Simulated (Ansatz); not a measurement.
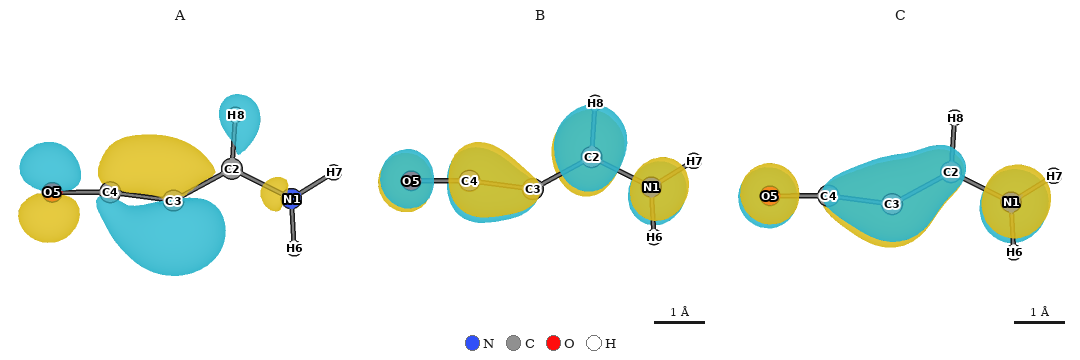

Figure. C$_{3}$H$_{3}$NO. Three frontier orbitals at ±0.15 Å⁻³ᐟ² (yellow and cyan are the two phases), in no order.

Method: RKS B3LYP/def2-SVP in Ansatz.

Input file:

```
crystal:
  periodic: [false, false, false]
  atoms:
    - { symbol: "N", position_ang: [0.5492, -0.0878, 1.3826] }
    - { symbol: C, position_ang: [0.1879, -0.6294, 0.1754] }
    - { symbol: C, position_ang: [-0.2228, 0.0787, -0.8586] }
    - { symbol: C, position_ang: [-0.4698, 0.7223, -1.8049] }
    - { symbol: O, position_ang: [-0.8949, 1.3232, -2.7548] }
    - { symbol: H, position_ang: [1.17673, 0.79361, 1.2366] }
    - { symbol: H, position_ang: [0.94157, -0.69972, 2.04747] }
    - { symbol: H, position_ang: [0.4259, -1.6759, 0.094] }
basis:
  gaussian: { orbitals: def2-SVP }
hamiltonian:
  xc: b3lyp
relax:
  f_tol: 0.015
  max_steps: 40
output:
  orbitals: {}
```

Command:

```sh
ansatz run input.yaml --threads 1 --pin off --max-ram 2048MiB --backend cpu --events-out ev --progress --plain --runs-dir out
```

The fields are those of the relaxed geometry.

> Order the three orbitals by energy and name them.

C is the HOMO−1 (−6.42 eV). Its weight (Hirshfeld) is mainly on C3 (about 35 %), N1 (about 20 %), O5 (about 15 %), C2 (about 15 %) and C4 (about 10 %); it changes sign across the molecular plane (π type); π-bonding across C2–C3 and C3–C4; π-antibonding (a node) across N1–C2 and C4–O5. A is the HOMO (−5.93 eV). By Hirshfeld shares it lies mainly on C3 (about 50 %), O5 (about 20 %), C4 (about 15 %) and C2 (about 5 %); it is symmetric in the molecular plane (an in-plane orbital: σ, lone-pair or in-plane π type). B is the LUMO (−1.37 eV). Its weight (Hirshfeld) is mainly on C2 (about 30 %), C4 (about 20 %), N1 (about 15 %), O5 (about 15 %) and C3 (about 10 %); it changes sign across the molecular plane (π type); π-bonding across C3–C4; π-antibonding (a node) across N1–C2, C2–C3 and C4–O5.

> What is the HOMO–LUMO gap?

4.56 eV between the orbital energies.
